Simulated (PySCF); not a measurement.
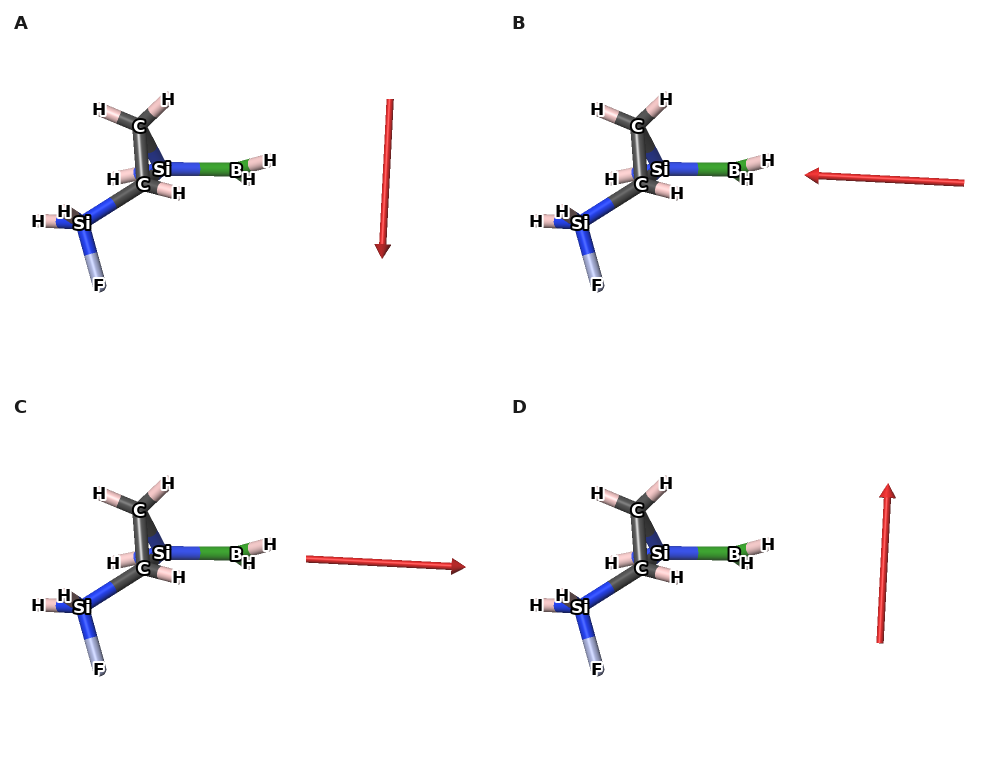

The same molecule four times, each with an arrow. The computed structure is the end point of a GFN2-xTB optimisation. No frequency run is at hand to confirm it as a minimum. Level of theory: PBE0/pcSseg-1, gas phase (PySCF 2.14.0).

> Which arrow points along the dipole moment, from the negative to the positive end?

D. The dipole moment is 2.12 D.

The geometry is semi-empirical. Around B, Si such bond lengths and angles can be off by a tenth of an ångström or more and by several degrees, and values that hang on the shape move with them.
